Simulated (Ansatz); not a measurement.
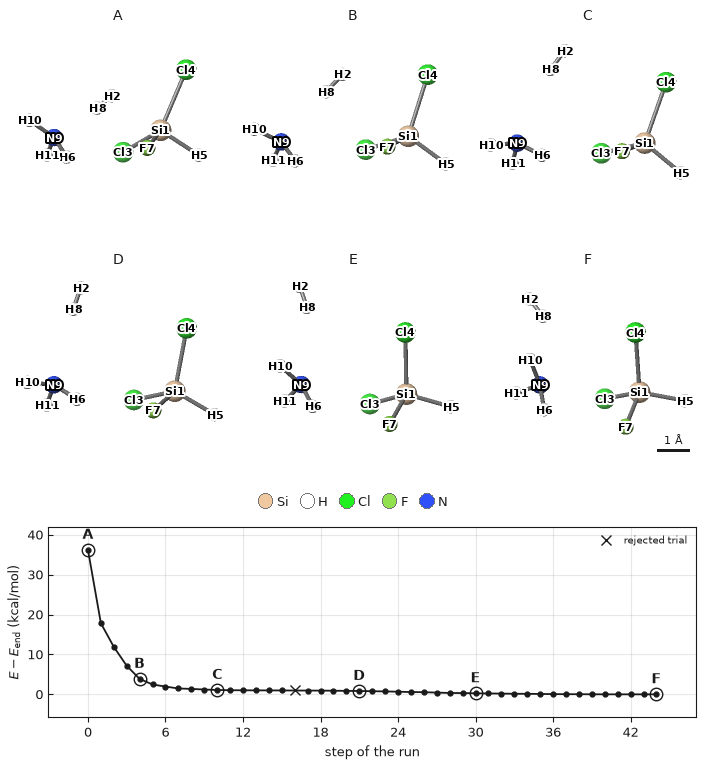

Frames of a relaxation of SiNH₆Cl₂F (started from a transition state, displaced along its imaginary mode), marked on the history of the run. A ball-and-stick model, seen at a tilt.

Theory: Ansatz 0.2.0, RKS PBE0-D4/def2-TZVP.

Input file:
```yaml
crystal:
  periodic: [false, false, false]
  atoms:
    - {symbol: Si, position_ang: [-1.533720, -0.432742, -0.229355]}
    - {symbol: H, position_ang: [-0.031222, -0.467635, 0.965072]}
    - {symbol: Cl, position_ang: [-0.311351, -1.516876, -1.440111]}
    - {symbol: Cl, position_ang: [-2.360837, -1.270058, 1.464363]}
    - {symbol: H, position_ang: [-2.714060, -0.369763, -1.070002]}
    - {symbol: H, position_ang: [1.365984, 1.547383, -0.224346]}
    - {symbol: F, position_ang: [-1.153563, 1.160400, -0.119615]}
    - {symbol: H, position_ang: [0.419866, -0.141735, 0.689273]}
    - {symbol: N, position_ang: [1.771048, 0.629930, 0.044643]}
    - {symbol: H, position_ang: [2.524711, 0.732376, 0.689519]}
    - {symbol: H, position_ang: [2.023343, 0.128821, -0.769341]}
basis:
  gaussian: {orbitals: def2-TZVP}
hamiltonian: {xc: pbe0, dispersion: d4}
relax: {f_tol: 0.005, max_steps: 200}
```

Launched with:
```bash
ansatz run in.yaml --threads 8 --pin off --events-out ev --progress --plain --max-ram 19148MiB
```

**What happens along the run?**

The largest move after the best rigid fit is that of H2, 2.45 Å. By element the largest moves are H 2.45 Å, Cl 1.36 Å, F 1.14 Å, Si 0.66 Å, N 0.57 Å. Some distances before and after: Si1–H2 1.920 → 4.651 Å, Si1–H8 2.178 → 3.931 Å, H2–H8 0.621 → 0.747 Å, Si1–F7 1.642 → 1.583 Å. Among the angles between lasting bonds that change: Cl3–Si1–Cl4 120.9° → 112.4°, Cl3–Si1–H5 99.6° → 108.1°, H5–Si1–F7 100.7° → 107.0°. After 43 accepted moves (44 points after the start) the energy has fallen by 36.2 kcal/mol. Largest force component: 6.1 eV/Å at the start, 0.0025 eV/Å at the end. The line search rejected the trial step at point 16 of the run. From step 0 to 4: H2 moves most (0.68 Å), energy −32.3 kcal/mol. From step 4 to 10: H2 moves most (0.84 Å), energy −2.78 kcal/mol. From step 10 to 21: Cl and F atoms move most (0.58 Å), energy −0.25 kcal/mol. From step 21 to 30: H10 moves most (0.74 Å), energy −0.58 kcal/mol. From step 30 to 44: H10 moves most (0.54 Å), energy −0.26 kcal/mol.
